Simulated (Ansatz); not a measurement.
# Pressure series in Al2O3

The parent structure is Al₂O₃ in the corundum structure (space group R-3c, No. 167).

```cif
data_Al12O18
_chemical_formula_sum 'Al12 O18'
_space_group_name_H-M_alt 'R-3c :H'
_space_group_IT_number 167
_space_group_name_Hall '-R 3 2"c'
_cell_length_a 4.80798
_cell_length_b 4.80798
_cell_length_c 13.12160
_cell_angle_alpha 90.000
_cell_angle_beta 90.000
_cell_angle_gamma 120.000
loop_
_atom_site_label
_atom_site_type_symbol
_atom_site_symmetry_multiplicity
_atom_site_Wyckoff_symbol
_atom_site_fract_x
_atom_site_fract_y
_atom_site_fract_z
_atom_site_occupancy
Al1 Al 12 c 0.00000 0.00000 0.14787 1
O1 O 18 e 0.30616 0.30616 0.25000 1
```
(The calculation used a cell of 10 atoms; values per cell refer to that cell.)

Cell and atoms are relaxed at each pressure.

Levels (all Ansatz, an electronic-structure program, PAW, earlier PAW set): PBE (420 eV, scalar-relativistic without spin-orbit coupling); PBEsol (420 eV, no spin-orbit coupling).

The base cell above is that of PBE; each level relaxes its own structures.

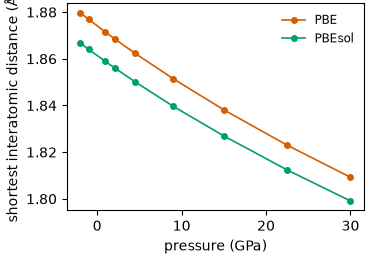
Fig. 1. Shortest interatomic distance under two levels

### Question
How do the two levels compare along the series?

### Answer
PBE lies above PBEsol in every row, by 1.0 pm to 1.3 pm. They put the cases in the same order.

Load acts through the strain it causes; cell and atoms are relaxed under it. Stability against distortions was not tested. Competing high-pressure phases were not computed.
